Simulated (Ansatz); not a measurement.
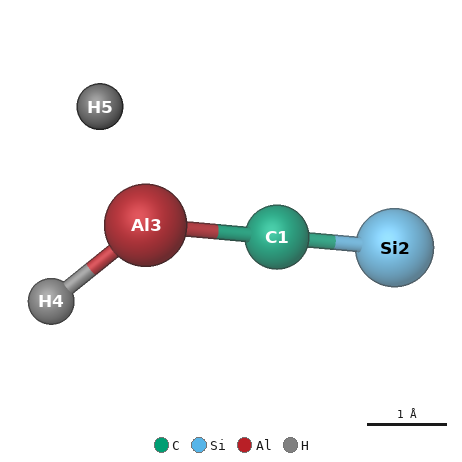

(Drawn from a calculation with Ansatz.)

Orthographic view. Atoms fade into the background with distance from the viewer. The species has charge −1 and is a spin singlet. Geometry: moved along internal coordinates away from the minimum.

Give the distance matrix in Å.

| atom | C1 | Si2 | Al3 | H4 | H5 |
| --- | --- | --- | --- | --- | --- |
| C1 | 0.00 |  |  |  |  |
| Si2 | 1.66 | 0.00 |  |  |  |
| Al3 | 1.85 | 3.51 | 0.00 |  |  |
| H4 | 3.04 | 4.60 | 1.58 | 0.00 |  |
| H5 | 3.54 | 5.05 | 2.13 | 3.06 | 0.00 |
